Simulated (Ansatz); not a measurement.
Input file:

```
crystal:
  periodic: [false, false, false]
  atoms:
    - { symbol: Ge, position_ang: [0.0, 0.0, 0.0] }
    - { symbol: Cl, position_ang: [0.0, 0.0, 2.57] }
    - { symbol: Cl, position_ang: [2.0935, 0.0, -0.7393] }
    - { symbol: Cl, position_ang: [-1.0456, 1.8115, -0.7393] }
    - { symbol: Cl, position_ang: [-1.0456, -1.8115, -0.7393] }
    - { symbol: S, position_ang: [-2.4199, 0.0, 0.8041] }
    - { symbol: H, position_ang: [-3.1755, -0.8728, 0.0121] }
    - { symbol: H, position_ang: [-1.4563, 0.0, 2.0643] }
basis:
  gaussian: { orbitals: def2-SVP }
hamiltonian:
  xc: blyp
  dispersion: d4
relax:
  f_tol: 0.15
  max_steps: 25
  restrain:
    - { distance: [0, 5], at: 2.25, k: 30.0 }
    - { distance: [7, 1], at: 1.37, k: 30.0 }
    - { distance: [0, 1], at: 3.42, k: 30.0 }
    - { distance: [7, 5], at: 2.6, k: 30.0 }
output:
  orbitals: {}
```

Run with:

```sh
ansatz run input.yaml --threads 4 --pin off --max-ram 5120MiB --backend cpu --events-out ev --progress --plain --runs-dir out
```

The fields are those of the run's last geometry, not of the input's.

Not at a stationary point (largest force 0.9 eV/Å).

The calculation used RKS BLYP-D4/def2-SVP in Ansatz.

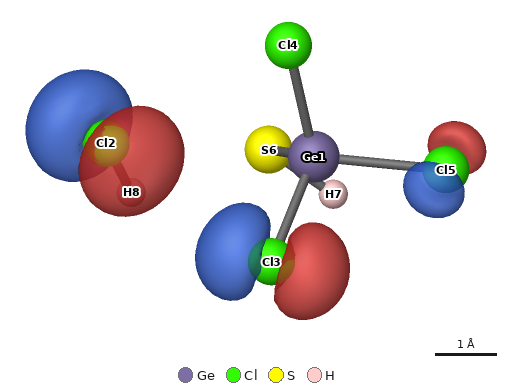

Cl3GeHS···HCl. The HOMO−1 at ±0.15 Å⁻³ᐟ² (red and blue are the two phases), seen from one side.

**What is the character of this orbital?**

Its weight (Hirshfeld) is mainly on Cl2 (about 55 %), Cl3 (about 30 %) and Cl5 (about 5 %). Its energy is −7.20 eV.
